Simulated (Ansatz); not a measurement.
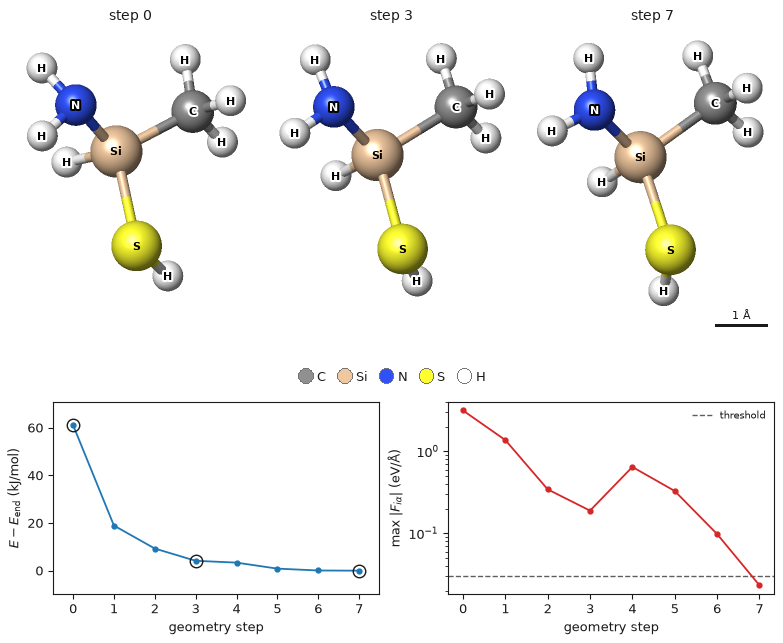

Frames of a relaxation of CH7NSSi (coarse preliminary run), marked on the history of the run. A ball-and-stick model, seen at a tilt.

The start comes from a force field.

The calculation used RKS PBE-D4/def2-SVP (Ansatz).

Input file:
```yaml
crystal:
  periodic: [false, false, false]
  atoms:
    - {symbol: C, position_ang: [-1.000400, 0.948700, -0.304000]}
    - {symbol: Si, position_ang: [0.085400, -0.347000, 0.208200]}
    - {symbol: N, position_ang: [1.552200, 0.243500, 0.729400]}
    - {symbol: S, position_ang: [0.628300, -1.617800, -1.424600]}
    - {symbol: H, position_ang: [-2.000800, 0.584200, -0.689400]}
    - {symbol: H, position_ang: [-1.272700, 1.690500, 0.510300]}
    - {symbol: H, position_ang: [-0.597100, 1.596200, -1.122700]}
    - {symbol: H, position_ang: [-0.423300, -1.134600, 1.307700]}
    - {symbol: H, position_ang: [1.534200, 0.498600, 1.771500]}
    - {symbol: H, position_ang: [2.271300, -0.507000, 0.696400]}
    - {symbol: H, position_ang: [-0.711900, -2.012300, -1.662200]}
basis:
  gaussian: {orbitals: def2-SVP}
hamiltonian: {xc: pbe, dispersion: d4}
relax: {f_tol: 0.03, max_steps: 200}
```

Launched with:
```bash
ansatz run in.yaml --threads 4 --pin off --events-out ev --progress --plain --max-ram 10444MiB
```

> Describe the path.

The energy falls by 61.1 kJ/mol in 7 geometry steps. The largest force component goes from 3.1 to 0.023 eV/Å. The atom that moves furthest after the best rigid fit is H9 (0.60 Å). Largest moves by element: H 0.60 Å, S 0.24 Å, C 0.16 Å, Si 0.12 Å, N 0.12 Å. Among the contacts that change: C1–Si2 1.766 → 1.880 Å, Si2–N3 1.665 → 1.738 Å, Si2–H8 1.445 → 1.514 Å, S4–H11 1.417 → 1.362 Å. Among the angles between lasting bonds that change: N3–Si2–H8 105.4° → 117.4°, Si2–N3–H10 110.1° → 120.0°, H9–N3–H10 102.4° → 111.1°. Groups turn about Si2–S4 by about 40°. Cost: 9 s on 4 threads of Arm Neoverse V2 (shared host). From step 0 to 3: H atoms move most (0.36 Å), energy −57.0 kJ/mol. From step 3 to 7: H11 moves most (0.35 Å), energy −4.15 kJ/mol.
